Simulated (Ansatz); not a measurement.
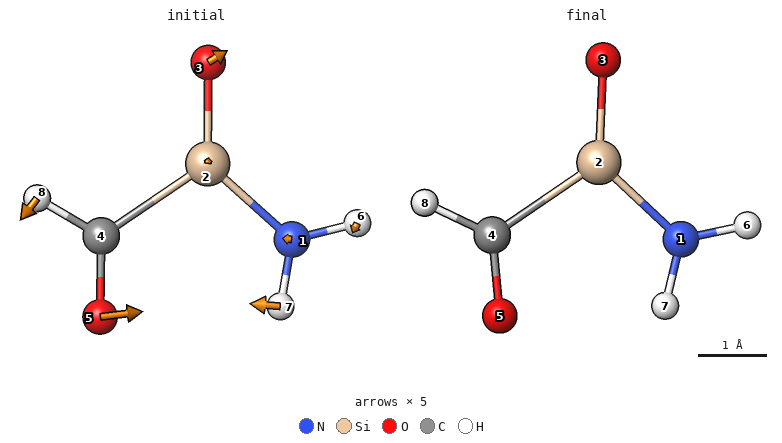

The structure of CH$_{3}$NO$_{2}$Si before (left) and after (right) a relaxation, at one scale. The orange arrows give the displacements, magnified 5 times.

A ball-and-stick model, seen face on.

The run prepares an end point of a later path (hydrogen shift) calculation, from a guessed geometry.

Computed with Ansatz, RKS CAM-B3LYP-D4/def2-SVP. Set-up: no spin polarisation; force threshold 0.02 eV/Å; at most 50 steps.

Q: Describe what moved and what it gained.

A: Over 5 accepted moves (6 points after the start) the energy falls by 1.15 kcal/mol. The largest force component goes from 1.7 to 0.012 eV/Å. The line search rejected the trial step at point 5 of the run. The largest move after the best rigid fit is that of O5, 0.13 Å. Largest moves by element: O 0.13 Å, H 0.09 Å, N 0.03 Å, Si 0.02 Å, C 0.01 Å. Among the contacts that change: Si2–O3 1.506 → 1.524 Å, N1–Si2 1.690 → 1.677 Å, C4–H8 1.110 → 1.119 Å, N1–H7 1.008 → 1.016 Å. Among the angles between lasting bonds that change: Si2–C4–O5 124.7° → 118.6°, Si2–C4–H8 115.7° → 120.5°, Si2–N1–H7 122.1° → 119.7°. Cost: 31 s on 2 threads of Intel(R) Xeon(R) Platinum 8488C (Sapphire Rapids), with other jobs on the host, peak memory 0.22 GiB.
